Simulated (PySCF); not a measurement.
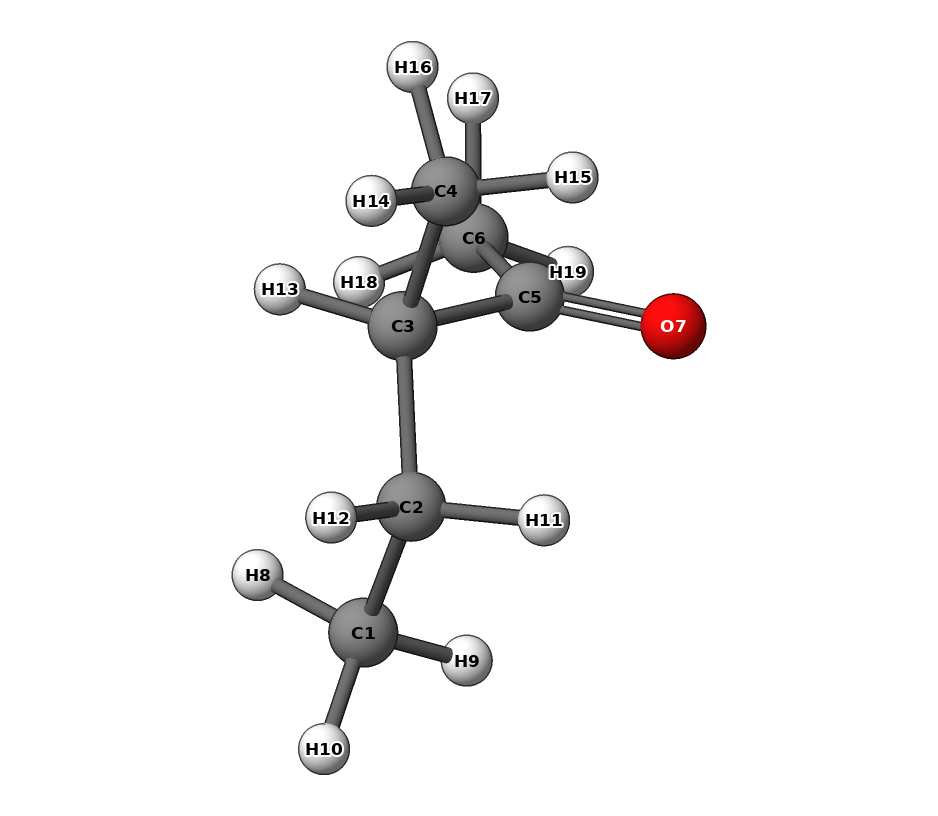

The questions are on isotropic NMR shieldings of the H atoms. Geometry: a frame of a GFN2-xTB molecular-dynamics simulation, not a minimum. Properties computed with GIAO PBE0/pcSseg-1 NMR shielding, non-relativistic, gas phase (PySCF 2.14.0).

Give the isotropic NMR shieldings of the H atoms atom by atom.

| atom | σ (ppm) |
| --- | --- |
| H8 | 29.82 |
| H9 | 30.52 |
| H10 | 30.32 |
| H11 | 28.43 |
| H12 | 28.37 |
| H13 | 28.76 |
| H14 | 30.27 |
| H15 | 31.33 |
| H16 | 29.96 |
| H17 | 28.62 |
| H18 | 31.19 |
| H19 | 28.63 |
